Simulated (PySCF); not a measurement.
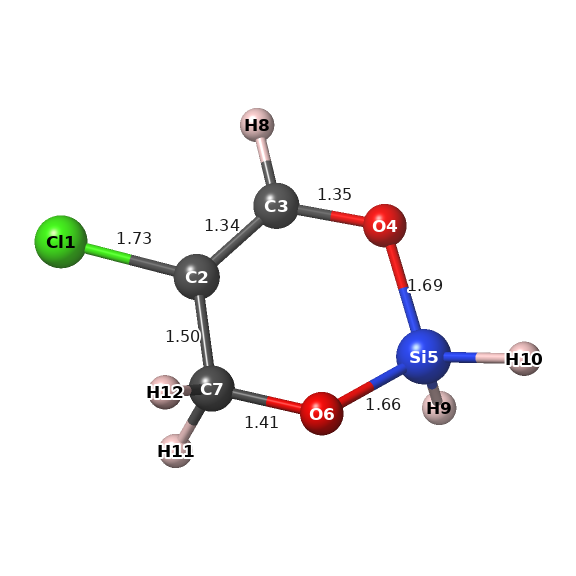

The numbers beside the sticks are distances in Å. Sticks don't show bond order. The computed structure is the end point of a PBE0-D3(BJ)/def2-SVP optimisation. No frequency run is at hand to confirm it as a minimum.

**Assign a bond order to each marked bond.**

Cl1–C2 single; C2–C3 double; C2–C7 single; C3–O4 single; O4–Si5 single; Si5–O6 single; O6–C7 single.

**Give the structure as SMILES.**

ClC1=CO[SiH2]OC1
